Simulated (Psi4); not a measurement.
## Single-point calculation of GaNH₂Cl₂

- system: GaNH₂Cl₂, SMILES [NH2][Ga]([Cl])[Cl]
- method: PBE/def2-TZVPP, RKS, dispersion D4 (Psi4 1.11)

The geometry was optimised with PBE0/def2-TZVP.

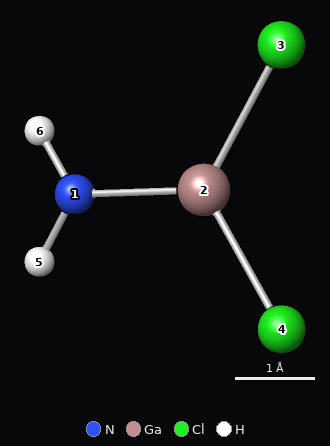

**Figure 1.** The structure as given in the input (ball-and-stick view, seen at a tilt; atoms are numbered from 1 in the order of the input). Sticks mark near contacts. Bond lengths as drawn: Cl–Ga 2.12 Å, Ga–N 1.79 Å and H–N 1.01 Å.

Summary

```csv
quantity,value
outcome,converged
total energy,−2900.672466 hartree
dispersion energy,−0.005853 hartree
basis functions,191
HOMO,−6.67 eV
LUMO,−1.97 eV
dipole moment,2.64 D
hardware,"2 threads of Intel Xeon @ 2.50GHz (Skylake/Cascade Lake), 189 GiB of memory available, shared host"
wall time,30 s (CPU time 80 s)
peak memory,1.6 GiB
```

Input file (job.py)
```python
import psi4

psi4.set_memory(3300000000)
psi4.set_num_threads(2)
psi4.core.set_output_file('output.dat', False)

mol = psi4.geometry("""
N     -0.159682     1.046911    -0.021045
Ga     0.161727    -0.716027     0.005066
Cl     2.093696    -1.462159     0.477890
Cl    -1.394598    -2.112591    -0.369353
H     -1.030008     1.432105    -0.344146
H      0.575585     1.728775     0.048024
symmetry c1
""")

options = {'basis': 'def2-TZVPP', 'scf_type': 'df', 'dft_radial_points': 99, 'dft_spherical_points': 590}
psi4.set_options(options)

energy_value, wavefunction = psi4.energy("PBE-D4", molecule=mol, return_wfn=True)
print('E =', round(energy_value, 9))
```

Launched with:
```bash
python job.py
```

What the program printed
```
=> Loading Basis Set <=

    Name: DEF2-TZVPP
    Role: ORBITAL
    Keyword: BASIS

   => PBE-D4(BJ,EEQ)ATM: Empirical Dispersion <=

        a1 =       0.385750
        a2 =       4.806885
       alp =      16.000000
        s6 =       1.000000
        s8 =       0.959481
        s9 =       1.000000
        ga =       3.000000
        gc =       2.000000
        wf =       6.000000

         ---------------------------------------------------------
                                   SCF
                              RKS Reference
                        2 Threads,   3147 MiB Core
         ---------------------------------------------------------

  ==> Geometry <==

    Molecular point group: c1
    Full point group: C1

    Geometry (in Angstrom), charge = 0, multiplicity = 1:

       Center              X                  Y                   Z               Mass
    ------------   -----------------  -----------------  -----------------  -----------------
         N           -0.372100246387     2.057434421578    -0.043975084807    14.003074004430
         GA          -0.050691246387     0.294496421578    -0.017864084807    68.925573500000
         CL           1.881277753613    -0.451635578422     0.454959915193    34.968852682000
         CL          -1.607016246387    -1.102067578422    -0.392283084807    34.968852682000
         H           -1.242426246387     2.442628421578    -0.367076084807     1.007825032230
         H            0.363166753613     2.739298421578     0.025093915193     1.007825032230

  Running in c1 symmetry.

  Rotational constants: A =      0.13487  B =      0.07199  C =      0.04695 [cm^-1]
  Rotational constants: A =   4043.38100  B =   2158.32488  C =   1407.42389 [MHz]
  Nuclear repulsion =  435.599125986707520

  Charge       = 0
  Multiplicity = 1
  Electrons    = 74
  Nalpha       = 37
  Nbeta        = 37

  ==> Algorithm <==

  SCF Algorithm Type is DF.
  DIIS enabled.
  MOM disabled.
  Fractional occupation disabled.
  Guess Type is SAD.
  Energy threshold   = 1.00e-06
  Density threshold  = 1.00e-06
  Integral threshold = 1.00e-12

  ==> Primary Basis <==

  Basis Set: DEF2-TZVPP
    Blend: DEF2-TZVPP
    Number of shells: 67
    Number of basis functions: 191
    Number of Cartesian functions: 217
    Spherical Harmonics?: true
    Max angular momentum: 3

  ==> DFT Potential <==

   => LibXC <=

    Version 7.1.2

   => Composite Functional: PBE-D4BJEEQATM <=

    PBE GGA Exchange-Correlation Functional

    Deriv               =              1
    GGA                 =           TRUE
    Meta                =          FALSE

    Exchange Hybrid     =          FALSE
    MP2 Hybrid          =          FALSE

   => Exchange Functionals <=

    1.0000     XC_GGA_X_PBE

   => Correlation Functionals <=

    1.0000     XC_GGA_C_PBE

   => LibXC Density Thresholds  <==

    XC_GGA_C_PBE:  1.00E-12
    XC_GGA_X_PBE:  1.00E-15

   => Molecular Quadrature <=

    Radial Scheme          =       TREUTLER
    Pruning Scheme         =           NONE
    Nuclear Scheme         =       TREUTLER

    Blocking Scheme        =         OCTREE
    BS radius alpha        =              1
    Pruning alpha          =              1
    Radial Points          =             99
    Spherical Points       =            590
    Total Points           =         330801
    Total Blocks           =           2480
    Max Points             =            256
    Max Functions          =            174
    Weights Tolerance      =       1.00E-15

   => Loading Basis Set <=

    Name: (DEF2-TZVPP AUX)
    Role: JKFIT
    Keyword: DF_BASIS_SCF

  ==> Integral Setup <==

  DFHelper Memory: AOs need 0.169 GiB; user supplied 1.148 GiB.
  SCF_SUBTYPE=INCORE selected. In-core MEM_DF algorithm will be used.
  Using in-core AOs.

  ==> MemDFJK: Density-Fitted J/K Matrices <==

    J tasked:                   Yes
    K tasked:                    No
    wK tasked:                   No
    Memory [MiB]:              1175
    Algorithm:                 Core
    Schwarz Cutoff:           1E-12
    Mask sparsity (%):       9.3802
    Fitting Condition:        1E-10

   => Auxiliary Basis Set <=

  Basis Set: (DEF2-TZVPP AUX)
    Blend: DEF2-UNIVERSAL-JKFIT
    Number of shells: 173
    Number of basis functions: 635
    Number of Cartesian functions: 814
    Spherical Harmonics?: true
    Max angular momentum: 5

  Cached 100.0% of DFT collocation blocks in 1.157 [GiB].

  Minimum eigenvalue in the overlap matrix is 1.0231798678E-03.
  Reciprocal condition number of the overlap matrix is 1.5900538902E-04.
    Using symmetric orthogonalization.

  ==> Pre-Iterations <==

  SCF Guess: Superposition of Atomic Densities via on-the-fly atomic UHF (no occupation information).

   -------------------------
    Irrep   Nso     Nmo
   -------------------------
     A        191     191
   -------------------------
    Total     191     191
   -------------------------

  ==> Iterations <==

                           Total Energy        Delta E     RMS |[F,P]|

   @DF-RKS iter SAD: -2897.60083746251485   -2.89760e+03   0.00000e+00
   @DF-RKS iter   1: -2897.98000595524627   -3.79168e-01   1.88627e-02 ADIIS/DIIS
   @DF-RKS iter   2: -2837.94464950044903    6.00354e+01   5.57706e-02 ADIIS/DIIS
   @DF-RKS iter   3: -2899.81350845485076   -6.18689e+01   6.99151e-03 ADIIS/DIIS
   @DF-RKS iter   4: -2899.74188743260402    7.16210e-02   7.88145e-03 ADIIS/DIIS
   @DF-RKS iter   5: -2900.63258075667454   -8.90693e-01   1.23767e-03 ADIIS/DIIS
   @DF-RKS iter   6: -2900.66643515658825   -3.38544e-02   5.57634e-04 ADIIS/DIIS
   @DF-RKS iter   7: -2900.67170415458213   -5.26900e-03   2.01653e-04 ADIIS/DIIS
   @DF-RKS iter   8: -2900.67244962328323   -7.45469e-04   3.20530e-05 DIIS
   @DF-RKS iter   9: -2900.67246500403462   -1.53808e-05   6.43182e-06 DIIS
   @DF-RKS iter  10: -2900.67246555129350   -5.47259e-07   2.22450e-06 DIIS
   @DF-RKS iter  11: -2900.67246562637365   -7.50802e-08   2.13805e-07 DIIS
  Energy and wave function converged.

  ==> Post-Iterations <==

   Electrons on quadrature grid:
      Ntotal   =   74.0000021053 ; deviation = 2.105e-06

    Orbital Energies [Eh]
    ---------------------

    Doubly Occupied:

       1A   -370.972932     2A   -100.654248     3A   -100.654230
       4A    -45.368363     5A    -40.213091     6A    -40.209924
       7A    -40.208445     8A    -13.991876     9A     -9.168896
      10A     -9.168877    11A     -6.989400    12A     -6.989381
      13A     -6.983739    14A     -6.983722    15A     -6.982965
      16A     -6.982949    17A     -5.307840    18A     -3.639010
      19A     -3.632508    20A     -3.628672    21A     -0.807488
      22A     -0.788311    23A     -0.785971    24A     -0.771074
      25A     -0.768244    26A     -0.746919    27A     -0.728450
      28A     -0.717804    29A     -0.459416    30A     -0.441174
      31A     -0.359010    32A     -0.338445    33A     -0.306919
      34A     -0.289941    35A     -0.287883    36A     -0.281382
      37A     -0.245199

    Virtual:

      38A     -0.072275    39A     -0.047386    40A      0.010294
      41A      0.042578    42A      0.063332    43A      0.089205
      44A      0.107588    45A      0.152800    46A      0.155272
      47A      0.165224    48A      0.166546    49A      0.179712
      50A      0.199604    51A      0.220666    52A      0.273587
      53A      0.297188    54A      0.313161    55A      0.315326
      56A      0.327270    57A      0.338316    58A      0.346687
      59A      0.367969    60A      0.373718    61A      0.391950
      62A      0.408856    63A      0.419343    64A      0.450872
      65A      0.454103    66A      0.459468    67A      0.470939
      68A      0.499433    69A      0.524688    70A      0.533115
      71A      0.551157    72A      0.580913    73A      0.634628
      74A      0.669751    75A      0.739083    76A      0.782327
      77A      0.791176    78A      0.833089    79A      0.850304
      80A      0.864295    81A      0.889441    82A      0.919797
      83A      0.940926    84A      0.975885    85A      1.006318
      86A      1.032144    87A      1.032268    88A      1.073235
      89A      1.094553    90A      1.107838    91A      1.168699
      92A      1.174351    93A      1.233523    94A      1.274994
      95A      1.434963    96A      1.479881    97A      1.497707
      98A      1.557963    99A      1.654298   100A      1.659283
     101A      1.680260   102A      1.682878   103A      1.693145
     104A      1.758769   105A      1.766900   106A      1.796478
     107A      1.806808   108A      1.843052   109A      1.875473
     110A      1.984439   111A      1.999355   112A      1.999925
     113A      2.002308   114A      2.005129   115A      2.007062
     116A      2.015072   117A      2.058847   118A      2.063325
     119A      2.100286   120A      2.114444   121A      2.123233
     122A      2.123840   123A      2.156293   124A      2.161525
     125A      2.168125   126A      2.184833   127A      2.190918
     128A      2.197155   129A      2.210787   130A      2.229326
     131A      2.351858   132A      2.438715   133A      2.441518
     134A      2.487605   135A      2.523176   136A      2.639197
     137A      2.706468   138A      2.787160   139A      2.882269
     140A      2.887263   141A      3.061251   142A      3.087357
     143A      3.125196   144A      3.211652   145A      3.270077
     146A      3.365253   147A      3.457978   148A      3.558978
     149A      3.677535   150A      3.778145   151A      3.821065
     152A      3.862247   153A      3.974477   154A      4.008999
     155A      4.078639   156A      4.131171   157A      4.272268
     158A      4.363449   159A      4.380497   160A      4.459744
     161A      4.577101   162A      4.657256   163A      4.815061
     164A      5.220607   165A      5.387860   166A      5.493646
     167A      5.500394   168A      5.590408   169A      5.591326
     170A      6.000837   171A      6.323005   172A      6.363404
     173A      7.886109   174A      7.897461   175A      7.905703
     176A      7.909745   177A      7.975620   178A      7.983923
     179A      8.009041   180A      8.030718   181A      8.041667
     182A      8.061628   183A     10.533650   184A     10.540365
     185A     10.545722   186A     10.574387   187A     10.830573
     188A     10.920490   189A     24.607491   190A     24.838437
     191A     32.189143

    Final Occupation by Irrep:
              A
    DOCC [    37 ]
    NA   [    37 ]
    NB   [    37 ]

  @DF-RKS Final Energy: -2900.67246562637365

   => Energetics <=

    Nuclear Repulsion Energy =            435.5991259867075200
    One-Electron Energy =               -4899.3681313886863791
    Two-Electron Energy =                1701.6716173923030055
    DFT Exchange-Correlation Energy =    -138.5692244999811464
    Empirical Dispersion Energy =          -0.0058531167174926
    VV10 Nonlocal Energy =                  0.0000000000000000
    Total Energy =                      -2900.6724656263736506

Computation Completed

Properties will be evaluated at   0.000000,   0.000000,   0.000000 [a0]

Properties computed using the SCF density matrix

 Multipole Moments:

 ------------------------------------------------------------------------------------
     Multipole            Electronic (a.u.)      Nuclear  (a.u.)        Total (a.u.)
 ------------------------------------------------------------------------------------

 L = 1.  Multiply by 2.5417464519 to convert [e a0] to [Debye]
 Dipole X            :          0.5911855           -0.7425570           -0.1513715
 Dipole Y            :         -3.3318612            4.3471320            1.0152708
 Dipole Z            :          0.1060549           -0.2609490           -0.1548941
 Magnitude           :                                                    1.0381138

 ------------------------------------------------------------------------------------

	total time  =         26 seconds =       0.43 minutes
```

Standard output
```
E = -2900.672465626
```

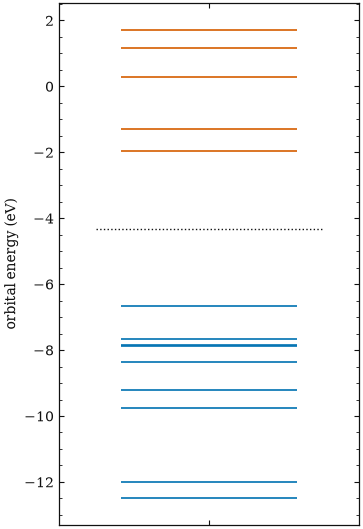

**Figure 2.** Orbital energies near the frontier; the dotted line parts filled from empty levels, and levels within 0.02 eV of each other stand side by side. Highest filled −6.67 eV, lowest empty −1.97 eV, 4.70 eV apart.
